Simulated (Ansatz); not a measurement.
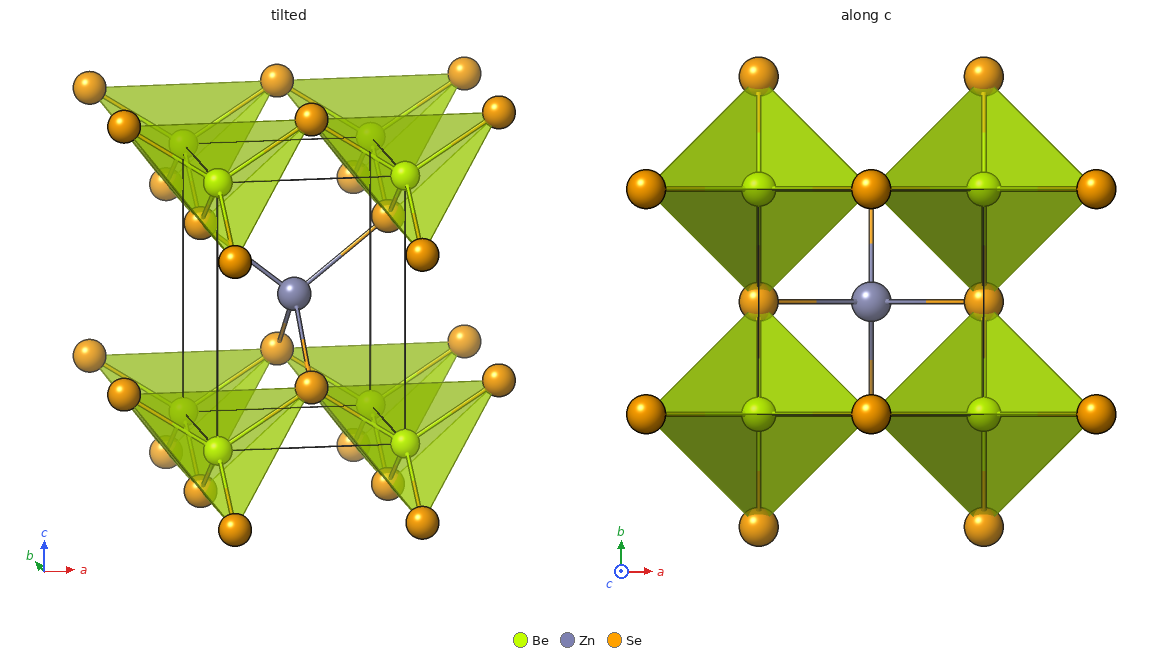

Polyhedral drawing of the structure, looking slightly off an axis and along the c axis. The edges of the conventional unit cell are marked. Some neighbours outside the box are added.

BeZnSe$_{2}$, space group P-4m2 (No. 115), a = 3.837 Å, b = 3.837 Å, c = 5.516 Å, α = 90.00°, β = 90.00°, γ = 90.00°. The cell started as a structure type filled with these elements by a generator (whether the compound takes this form wasn't checked). Earlier steps of the study may have refined or changed the cell and positions. Ansatz was used for an electronic-structure calculation on it.

This one geometry was computed with Ansatz (DFT, plane waves, PAW) at three levels of theory: PBEsol, PBE and r2SCAN.

Which level gives the highest pressure at this volume, and what does that say about its equilibrium volume?

Highest: PBE (0.0 GPa), which points to the largest equilibrium volume. Lowest, with the smallest volume: PBEsol (-2.7 GPa). Levels within 0.5 GPa of each other can't be told apart.

How does the band gap change with the level of theory?

PBEsol: a gap of 2.15 eV, direct; PBE: a gap of 2.27 eV, direct; r2SCAN: a gap of 2.88 eV, direct.

Collect the results in a table.

| level | cutoff (eV) | k-mesh of the run's cell | gap (eV) | pressure (GPa) |
| --- | --- | --- | --- | --- |
| PBEsol | 420 | 8×8×6 | 2.15 | -2.7 |
| PBE | 420 | 8×8×6 | 2.27 | 0.0 |
| r2SCAN | 500 | 8×8×6 | 2.88 | -1.6 |

Gaps are taken on the k-mesh or band path of each run.
